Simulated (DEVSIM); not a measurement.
Structure: abrupt Si n-p junction, at 300 K.

```
layer (left to right)  material  thickness (μm)  Nd (cm⁻³)  Na (cm⁻³)  τn (s)  τp (s)
---------------------  --------  --------------  ---------  ---------  ------  ------
1                            Si           0.320     4.2e17          -  4.4e-7  4.4e-7
2                            Si            82.0          -     2.6e14  1.3e-8  4.4e-7
```

Left contact: ohmic. Right contact: ohmic. Voltage is applied to the left contact. Recombination: SRH at mid-gap, radiative. Gap narrowing is on: ΔEg = 6.92 meV × (l + √(l² + 0.5)), l = ln(N/1.3e17 cm⁻³), shared equally by both band edges. Mobility is μmin + (μ − μmin)/(1 + (N/Nref)^α).

This is a model device: material constants are rounded textbook-type values typed into the input, and sizes, dopings and lifetimes were drawn at random. Values at 300 K.

```tsv
parameter	Si
gap (eV)	1.124
affinity (eV)	4.05
permittivity	11.7
Nc (cm⁻³)	2.86e19
Nv (cm⁻³)	3.1e19
μn (cm²/Vs)	1417
μp (cm²/Vs)	470
μn,min	52
μp,min	45
Nref,n	9.7e16
Nref,p	2.2e17
αn	0.68
αp	0.72
B (cm³/s)	4.7e-15
```

DEVSIM, 1D drift-diffusion, Boltzmann statistics, complete ionisation; no tunnelling, impact ionisation, image-force lowering or self-heating.

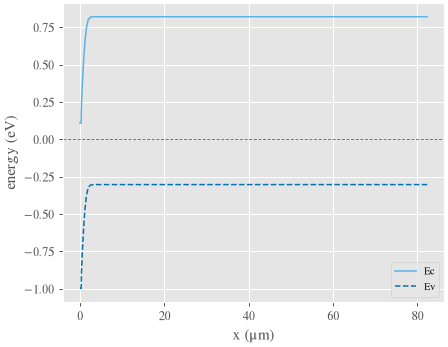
Band edges at zero bias

Energies count from the Fermi level of the right contact; mesh points crowd at the junctions.

| x (μm) | Ec (eV) | Ev (eV) | n (cm⁻³) | p (cm⁻³) | field (V/cm) |
|---|---|---|---|---|---|
| 0.000 | 0.109 | -0.997 | 4.2e17 | 550 | ≈ 0 |
| 0.03032 | 0.109 | -0.997 | 4.2e17 | 550 | ≈ 0 |
| 0.08884 | 0.109 | -0.997 | 4.2e17 | 550 | ≈ 0 |
| 0.2005 | 0.109 | -0.997 | 4.2e17 | 550 | ≈ 0 |
| 0.2922 | 0.109 | -0.997 | 4.1e17 | 550 | 560 |
| 0.3200 | 0.142 | -0.982 | 1.2e17 | 1000 | 31000 |
| 0.3525 | 0.201 | -0.922 | 1.2e16 | 9900 | 12000 |
| 0.4733 | 0.297 | -0.827 | 2.9e14 | 400000 | 6500 |
| 0.6969 | 0.429 | -0.694 | 1.8e12 | 6.7e7 | 5400 |
| 1.240 | 0.665 | -0.459 | 1.9e8 | 6.1e11 | 3200 |
| 2.520 | 0.819 | -0.305 | 500000 | 2.4e14 | 100 |
| 6.988 | 0.822 | -0.302 | 450000 | 2.6e14 | ≈ 0 |
| 16.06 | 0.822 | -0.302 | 450000 | 2.6e14 | ≈ 0 |
| 37.43 | 0.822 | -0.302 | 450000 | 2.6e14 | ≈ 0 |
| 66.93 | 0.822 | -0.302 | 450000 | 2.6e14 | ≈ 0 |
| 75.80 | 0.822 | -0.302 | 450000 | 2.6e14 | ≈ 0 |
| 79.57 | 0.822 | -0.302 | 450000 | 2.6e14 | ≈ 0 |
| 81.12 | 0.822 | -0.302 | 450000 | 2.6e14 | ≈ 0 |
| 81.95 | 0.822 | -0.302 | 450000 | 2.6e14 | ≈ 0 |
| 82.18 | 0.822 | -0.302 | 450000 | 2.6e14 | ≈ 0 |
| 82.27 | 0.822 | -0.302 | 450000 | 2.6e14 | ≈ 0 |
| 82.32 | 0.822 | -0.302 | 450000 | 2.6e14 | ≈ 0 |
